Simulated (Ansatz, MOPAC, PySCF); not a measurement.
Torsion H3–S1–S2–H4 in H2S2 (SMILES SS); at each angle all else is relaxed with GFN2-xTB, and the levels are single points there.
Geometry at 100° (charge 0, multiplicity 1):
```xyz
4

S     -0.9280     0.5481     0.4254
S      0.9248     0.3984    -0.4292
H     -1.5526    -0.3714    -0.3223
H      0.8478     1.4700    -1.2295
```
Energies count from the point at 100°.

Frozen-core correlation. CBS(a, b) extrapolates the correlation energy as X⁻³ and adds the Hartree–Fock energy of set b. Rows in 6-31G* carry no dispersion term and start afresh at each structure (6-31G* with six Cartesian d functions). The state that PM6 reach isn't checked.

Run with Ansatz (Gaussian orbitals); MOPAC for PM6 (differences of heats of formation); PySCF for 6-31G* rows. 

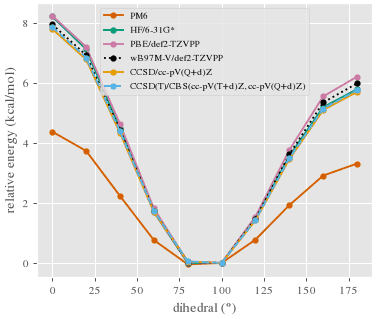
*Relative energy along the coordinate*

Read off the PM6 curve at dihedral = 0.

about 4.4 kcal/mol

Ansatz is an electronic-structure program.
